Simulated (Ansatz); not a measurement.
# FHOSi2 (charge +1, doublet): what the fields show

```yaml
atoms:
  - { symbol: F, position_ang: [-0.9827, -1.1806, 1.2200] }
  - { symbol: O, position_ang: [0.7524, -1.4845, -0.7233] }
  - { symbol: Si, position_ang: [-0.2914, -0.3137, 0.0767] }
  - { symbol: Si, position_ang: [1.7476, -2.5485, -1.3127] }
  - { symbol: H, position_ang: [-1.2452, 0.0819, -0.9931] }
```

Geometry: B3LYP/6-31G*.

Level of theory: isolated molecule in a Gaussian basis; Kohn-Sham density functional theory, functional PBE0 (Ansatz 0.2.0).

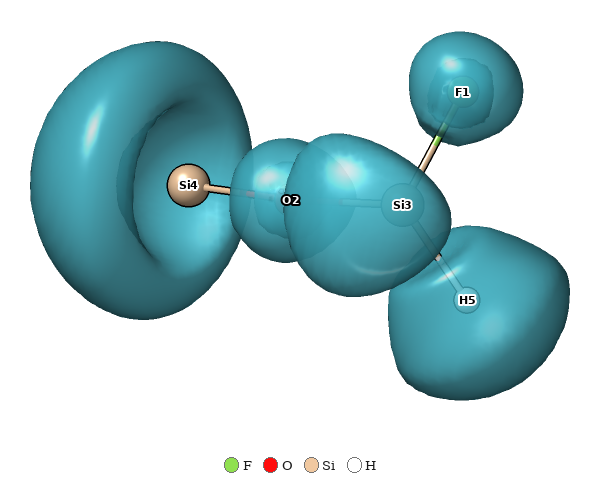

Figure 1. Isosurface of the ELF at 0.8 (cyan), seen at a tilt. Only the valence region is drawn (cores and ρ < 0.01 e/Å³ removed).

Describe the localisation domains.

Answer. The surface consists of one region around a hydrogen nucleus, two lobes on Si, pointing away from the bonds (non-bonding electrons), one region wrapped around F (its lone pairs, merged into a ring or cap) and one region wrapped around O (its lone pairs, merged into a ring or cap). Profiles from the grid: Si–O (1.57 Å): the ELF peaks at about 0.85 between the atoms: a polar covalent bond. Si–F (1.59 Å): the ELF peaks at about 0.85 in the valence shell of F, 0.6 Å from its nucleus, and is about 0.50 at the midpoint.

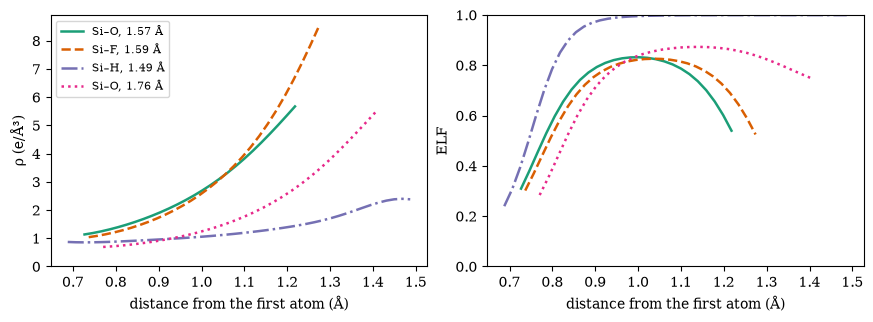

Figure 2. Total electron density and ELF along straight lines between neighbouring atoms. The curves leave out the atomic cores.

What can be read from the curves?

Answer. Si–O (1.57 Å): ρ is about 1.3 e/Å³ halfway; the ELF peaks at about 0.85 between the atoms: a polar covalent bond.
Si–F (1.59 Å): ρ is about 1.2 e/Å³ halfway; the ELF peaks at about 0.85 in the valence shell of F, 0.6 Å from its nucleus, and is about 0.50 at the midpoint.
Si–H (1.49 Å): the density is about 0.86 e/Å³ at the midpoint; the ELF climbs to about 1 towards the hydrogen, as it does in any bond to H.
Si–O (1.76 Å): the density is about 0.87 e/Å³ at the midpoint; the ELF peaks at about 0.85 between the atoms, as expected for a polar covalent bond.

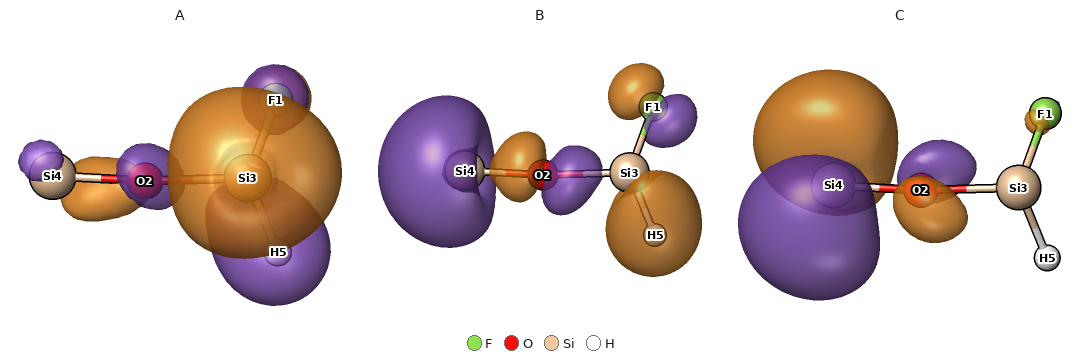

Figure 3. Three frontier orbitals at ±0.1 Å⁻³ᐟ² (orange and purple are the two phases), in no order.

Order the three orbitals by energy and name them. All are α orbitals.

Answer. B is the HOMO−1 (α) (−15.78 eV). It lies mainly on Si4 (about 50 %), O2 (about 15 %), Si3 (about 15 %), H5 (about 10 %) and F1 (about 10 %). A is the HOMO (α) (−11.80 eV). By Hirshfeld shares it lies mainly on Si3 (about 70 %), H5 (about 10 %) and F1 (about 10 %). C is the LUMO (α) (−8.38 eV). Its weight (Hirshfeld) is mainly on Si4 (about 85 %) and O2 (about 10 %).

What is the gap between the highest occupied and lowest empty α orbitals?

Answer. 3.42 eV between the orbital energies.
